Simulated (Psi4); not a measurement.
SiO: property calculation

The run: property calculation of SiO. Method and program: B3LYP/cc-pVDZ, RKS (Psi4 1.11).

The geometry comes from this level: PBE0-D4/def2-TZVP.

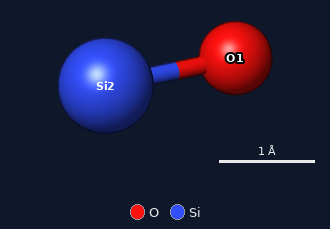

**Figure 1.** The structure as given in the input (ball-and-stick view, seen at a tilt; atoms are numbered from 1 in the order of the input).

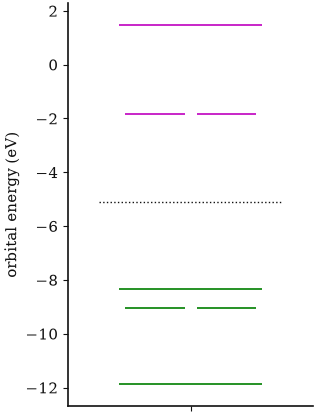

**Figure 2.** Orbital energies near the frontier; the dotted line parts filled from empty levels, and levels within 0.02 eV of each other stand side by side. Highest filled −8.36 eV, lowest empty −1.84 eV, 6.52 eV apart.

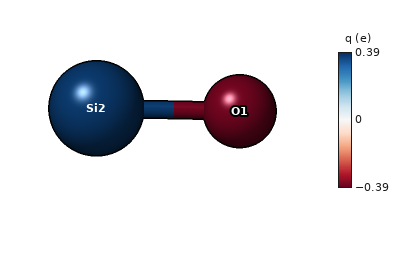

**Figure 3.** Mulliken charges, as the colour of each atom (ball-and-stick view, seen at a tilt; atoms are numbered from 1 in the order of the input). By element: O −0.37 and Si +0.37 e.

The input and output of the run follow.

**Input file (calc.dat)**
```
memory 1.6 GB

molecule m {
  0 1
  O     -1.21074753     0.43747160    -0.61227126
  Si     1.21074753    -0.43747160     0.61227126
  units bohr
  symmetry c1
}

set globals {
  basis cc-pVDZ
  puream true
  scf_type pk
  dft_radial_points 99
  dft_spherical_points 590
}

energy_value, wavefunction = energy('b3lyp', return_wfn=True)
oeprop(wavefunction, 'DIPOLE', 'QUADRUPOLE', 'MULLIKEN_CHARGES', 'LOWDIN_CHARGES')
```

Launched with:
```bash
psi4 calc.dat calc.out -n 1
```

**The program's output**
```
Psi4 1.11 release

   => Loading Basis Set <=

    Name: CC-PVDZ
    Role: ORBITAL
    Keyword: BASIS

         ---------------------------------------------------------
                                   SCF
                              RKS Reference
                        1 Threads,   1525 MiB Core
         ---------------------------------------------------------

  ==> Geometry <==

    Molecular point group: c1
    Full point group: C_inf_v

    Geometry (in Bohr), charge = 0, multiplicity = 1:

       Center              X                  Y                   Z               Mass
    ------------   -----------------  -----------------  -----------------  -----------------
         O            0.000000000000     0.000000000000    -1.813990688034    15.994914619570
         SI          -0.000000000000    -0.000000000000     1.037091266614    27.976926534650

  Running in c1 symmetry.

  Rotational constants: A = ************  B =      0.72773  C =      0.72773 [cm^-1]
  Rotational constants: A = ************  B =  21816.65947  C =  21816.65947 [MHz]
  Nuclear repulsion =   39.283332356482084

  Charge       = 0
  Multiplicity = 1
  Electrons    = 22
  Nalpha       = 11
  Nbeta        = 11

  ==> Algorithm <==

  SCF Algorithm Type is PK.
  DIIS enabled.
  MOM disabled.
  Fractional occupation disabled.
  Guess Type is SAD.
  Energy threshold   = 1.00e-06
  Density threshold  = 1.00e-06
  Integral threshold = 1.00e-12

  ==> Primary Basis <==

  Basis Set: CC-PVDZ
    Blend: CC-PVDZ
    Number of shells: 14
    Number of basis functions: 32
    Number of Cartesian functions: 34
    Spherical Harmonics?: true
    Max angular momentum: 2

  ==> DFT Potential <==

   => LibXC <=

    Version 7.1.2

   => Composite Functional: B3LYP <=

    B3LYP Hyb-GGA Exchange-Correlation Functional

    Deriv               =              1
    GGA                 =           TRUE
    Meta                =          FALSE

    Exchange Hybrid     =           TRUE
    MP2 Hybrid          =          FALSE

   => Exchange Functionals <=

    0.0800   Slater exchange
    0.7200         Becke 88

   => Exact (HF) Exchange <=

    0.2000               HF

   => Correlation Functionals <=

    0.1900   Vosko, Wilk & Nusair (VWN5_RPA)
    0.8100   Lee, Yang & Parr

   => LibXC Density Thresholds  <==

    XC_HYB_GGA_XC_B3LYP:  1.00E-15

   => Molecular Quadrature <=

    Radial Scheme          =       TREUTLER
    Pruning Scheme         =           NONE
    Nuclear Scheme         =       TREUTLER

    Blocking Scheme        =         OCTREE
    BS radius alpha        =              1
    Pruning alpha          =              1
    Radial Points          =             99
    Spherical Points       =            590
    Total Points           =         110264
    Total Blocks           =            909
    Max Points             =            256
    Max Functions          =             32
    Weights Tolerance      =       1.00E-15

  ==> Integral Setup <==

  Using in-core PK algorithm.
   Calculation information:
      Number of atoms:                   2
      Number of AO shells:              14
      Number of primitives:             72
      Number of atomic orbitals:        34
      Number of basis functions:        32

      Integral cutoff                 1.00e-12
      Number of threads:                 1

  Performing in-core PK
  Using 279312 doubles for integral storage.
  We computed 5565 shell quartets total.
  Whereas there are 5565 unique shell quartets.

  ==> DiskJK: Disk-Based J/K Matrices <==

    J tasked:                  Yes
    K tasked:                  Yes
    wK tasked:                  No
    Memory [MiB]:             1044
    Schwarz Cutoff:          1E-12

  Cached 100.0% of DFT collocation blocks in 0.097 [GiB].

  Minimum eigenvalue in the overlap matrix is 2.7109173158E-02.
  Reciprocal condition number of the overlap matrix is 9.3013677559E-03.
    Using symmetric orthogonalization.

  ==> Pre-Iterations <==

  SCF Guess: Superposition of Atomic Densities via on-the-fly atomic UHF (no occupation information).

   -------------------------
    Irrep   Nso     Nmo
   -------------------------
     A         32      32
   -------------------------
    Total      32      32
   -------------------------

  ==> Iterations <==

                        Total Energy        Delta E     RMS |[F,P]|

   @RKS iter SAD:  -364.18591577152108   -3.64186e+02   0.00000e+00
   @RKS iter   1:  -364.44252196823828   -2.56606e-01   2.56138e-02 DIIS/ADIIS
   @RKS iter   2:  -361.09524001282648    3.34728e+00   7.16297e-02 DIIS/ADIIS
   @RKS iter   3:  -364.59252666690475   -3.49729e+00   1.87669e-02 DIIS/ADIIS
   @RKS iter   4:  -364.72729166290742   -1.34765e-01   3.65293e-03 DIIS/ADIIS
   @RKS iter   5:  -364.73346244997737   -6.17079e-03   1.57254e-04 DIIS/ADIIS
   @RKS iter   6:  -364.73348309378451   -2.06438e-05   4.43170e-05 DIIS
   @RKS iter   7:  -364.73348404677364   -9.52989e-07   4.47751e-06 DIIS
   @RKS iter   8:  -364.73348405386156   -7.08792e-09   1.51292e-06 DIIS
   @RKS iter   9:  -364.73348405488690   -1.02534e-09   6.40227e-08 DIIS
  Energy and wave function converged.

  ==> Post-Iterations <==

   Electrons on quadrature grid:
      Ntotal   =   21.9999999167 ; deviation = -8.331e-08

    Orbital Energies [Eh]
    ---------------------

    Doubly Occupied:

       1A    -66.168612     2A    -19.128349     3A     -5.317881
       4A     -3.676839     5A     -3.676839     6A     -3.672331
       7A     -0.947029     8A     -0.436806     9A     -0.332223
      10A     -0.332223    11A     -0.307049

    Virtual:

      12A     -0.067459    13A     -0.067459    14A      0.054114
      15A      0.249401    16A      0.303247    17A      0.303247
      18A      0.352796    19A      0.352796    20A      0.377810
      21A      0.457269    22A      0.457269    23A      0.732310
      24A      1.034832    25A      1.034832    26A      1.064378
      27A      1.729216    28A      2.616903    29A      2.616903
      30A      2.740591    31A      2.740591    32A      3.111110

    Final Occupation by Irrep:
              A
    DOCC [    11 ]
    NA   [    11 ]
    NB   [    11 ]

  @RKS Final Energy:  -364.73348405488690

   => Energetics <=

    Nuclear Repulsion Energy =             39.2833323564820844
    One-Electron Energy =                -583.0550480953270380
    Two-Electron Energy =                 202.8188719303854839
    DFT Exchange-Correlation Energy =     -23.7806402464274491
    Empirical Dispersion Energy =           0.0000000000000000
    VV10 Nonlocal Energy =                  0.0000000000000000
    Total Energy =                       -364.7334840548868442

Computation Completed

Properties will be evaluated at   0.000000,   0.000000,   0.000000 [a0]

Properties computed using the SCF density matrix

 Multipole Moments:

 ------------------------------------------------------------------------------------
     Multipole            Electronic (a.u.)      Nuclear  (a.u.)        Total (a.u.)
 ------------------------------------------------------------------------------------

 L = 1.  Multiply by 2.5417464519 to convert [e a0] to [Debye]
 Dipole X            :         -0.0000000           -0.0000000           -0.0000000
 Dipole Y            :          0.0000000           -0.0000000            0.0000000
 Dipole Z            :          1.0468797            0.0073522            1.0542319
 Magnitude           :                                                    1.0542319

 ------------------------------------------------------------------------------------

	total time  =          2 seconds =       0.03 minutes

Properties will be evaluated at   0.000000,   0.000000,   0.000000 [a0]
OEProp: No title given, name of density matrix used for the following properties is 'SCF density'

 Multipole Moments:

 ------------------------------------------------------------------------------------
     Multipole            Electronic (a.u.)      Nuclear  (a.u.)        Total (a.u.)
 ------------------------------------------------------------------------------------

 L = 1.  Multiply by 2.5417464519 to convert [e a0] to [Debye]
 Dipole X            :         -0.0000000           -0.0000000           -0.0000000
 Dipole Y            :          0.0000000           -0.0000000            0.0000000
 Dipole Z            :          1.0468797            0.0073522            1.0542319
 Magnitude           :                                                    1.0542319

 L = 2.  Multiply by 1.3450342976 to convert [e a0^2] to [Debye ang]
 Quadrupole XX       :        -12.0712837            0.0000000          -12.0712837
 Quadrupole XY       :         -0.0000000            0.0000000           -0.0000000
 Quadrupole XZ       :         -0.0000000           -0.0000000           -0.0000000
 Quadrupole YY       :        -12.0712837            0.0000000          -12.0712837
 Quadrupole YZ       :          0.0000000           -0.0000000            0.0000000
 Quadrupole ZZ       :        -56.0725906           41.3823139          -14.6902768
 Traceless XX        :         14.6671023          -13.7941046            0.8729977
 Traceless YY        :         14.6671023          -13.7941046            0.8729977
 Traceless ZZ        :        -29.3342046           27.5882092           -1.7459954

 ------------------------------------------------------------------------------------
  Mulliken Charges: (a.u.)
   Center  Symbol    Alpha    Beta     Spin     Total
       1     O     4.18536  4.18536  0.00000 -0.37072
       2    SI     6.81464  6.81464  0.00000  0.37072

   Total alpha = 11.00000, Total beta = 11.00000, Total charge = -0.00000

  Lowdin Charges: (a.u.)
   Center  Symbol    Alpha    Beta     Spin     Total
       1     O     4.11237  4.11237  0.00000 -0.22474
       2    SI     6.88763  6.88763  0.00000  0.22474

  Total alpha = 11.00000, Total beta = 11.00000, Total charge = -0.00000

    Psi4 run time: 0:00:02.34
```

**Key numbers**

- outcome: converged
- total energy: −364.733484 hartree
- basis functions: 32
- HOMO: −8.36 eV
- LUMO: −1.84 eV
- dipole moment: 2.68 D
- hardware: 1 thread of Intel Xeon (Granite Rapids), 64 GiB of memory available, shared host
- wall time: 3.6 s
- peak memory: 0.4 GiB
